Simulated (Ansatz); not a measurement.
# Br2F2Ga2H2: the cost of one run

The runs use Ansatz 0.2.0, Gaussian basis; one geometry, several basis sets.

Plan: PBE0-D4/def2-SVP; ωB97M-V/def2-SVP; PBE0-D4/def2-QZVPP; ωB97M-V/def2-QZVPP; the functionals' def2-TZVPP values are taken from earlier runs.

**1. The relaxed structure**

All runs share one geometry, relaxed beforehand with PBE0-D4 in a triple-zeta def2 set.

SMILES `[F][Ga@H-]1[Br+][Ga@H-]([F])[Br+]1`, 8 atoms, charge 0, spin multiplicity 1.

Atoms are counted from 1 here; the program's logs count them from 0.

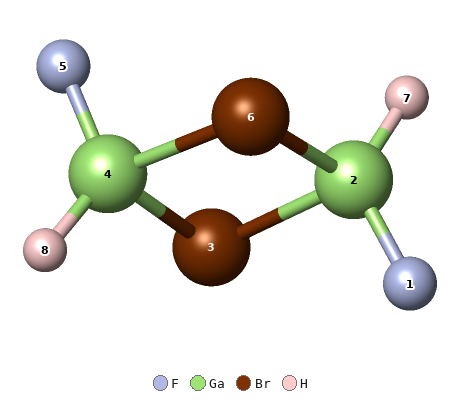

The geometry (fluorine light blue, gallium green, bromine brown, hydrogen pink); atoms are numbered from 1 in the order of the file.

Coordinates:

```xyz
8
charge 0, multiplicity 1
F     2.0077   -0.9828    1.8002
Ga    1.6385   -0.3739    0.2030
Br   -0.3334   -1.7035   -0.4930
Ga   -1.6465    0.3769   -0.2072
F    -1.8430    0.9656   -1.8428
Br    0.2935    1.6607    0.6434
H     2.6608   -0.1798   -0.9350
H    -2.7776    0.2368    0.8315
```

**2. PBE0-D4 in def2-SVP**

in.yaml

```yaml
crystal:
  periodic: [false, false, false]
  atoms:
    - {symbol: F, position_ang: [2.007743, -0.982795, 1.800175]}
    - {symbol: Ga, position_ang: [1.638481, -0.373854, 0.202962]}
    - {symbol: Br, position_ang: [-0.333389, -1.703504, -0.492984]}
    - {symbol: Ga, position_ang: [-1.646476, 0.376883, -0.207241]}
    - {symbol: F, position_ang: [-1.843028, 0.965623, -1.842754]}
    - {symbol: Br, position_ang: [0.293471, 1.660654, 0.643380]}
    - {symbol: H, position_ang: [2.660792, -0.179798, -0.935001]}
    - {symbol: H, position_ang: [-2.777594, 0.236793, 0.831463]}
basis:
  gaussian: {orbitals: def2-SVP}
hamiltonian: {xc: pbe0, dispersion: d4}
output: {orbitals: {seedname: orbitals}}
```

Started as:

```bash
> ansatz run in.yaml --threads 4 --pin off --events-out ev --progress --plain --max-ram 10444MiB
```

Q: Estimate wall time and peak memory on 4 threads of Arm Neoverse V2, shared host.

About 3.2 s, with a peak of 0.66 GiB.
